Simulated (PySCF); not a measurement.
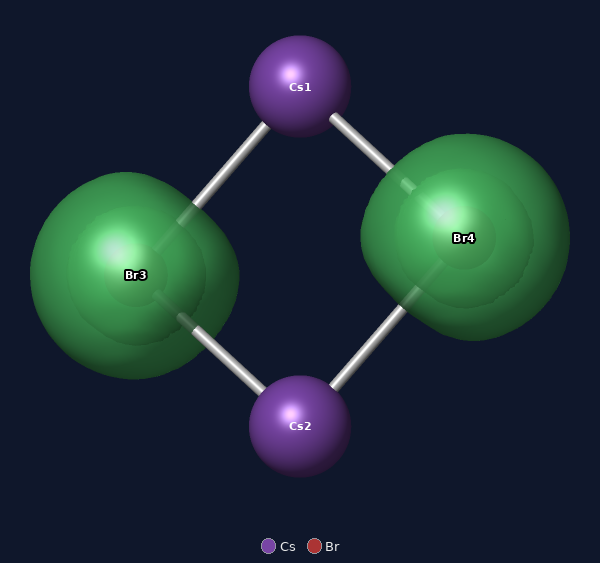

Figure. Br2Cs2 (Cs2(Br)2). Isosurface of the ELF at 0.75 (green), seen at a tilt. Core shells and regions of very low density are left out.

Core potentials replace the inner electrons of Cs.

Computed with PySCF, RKS PBE0, Cs def2-SVP with ECP46, Br def2-SVP; non-relativistic Hamiltonian with scalar-relativistic core potentials where named; density fitting.

```xyz
4

Cs    0.0000    0.0000    2.3580
Cs    0.0000    0.0000   -2.3580
Br    2.3786    0.0000    0.0000
Br   -2.3786    0.0000    0.0000
```

Question: What do the ELF domains correspond to?

Answer: At this value the surface marks out two regions wrapped around Br (the valence shell of each).

Values along the shortest contacts:
Cs–Br (3.35 Å): the ELF peaks at about 0.85 in the valence shell of Br, 1.0 Å from its nucleus, and drops to about 0.10 between the two atoms; a largely ionic contact.
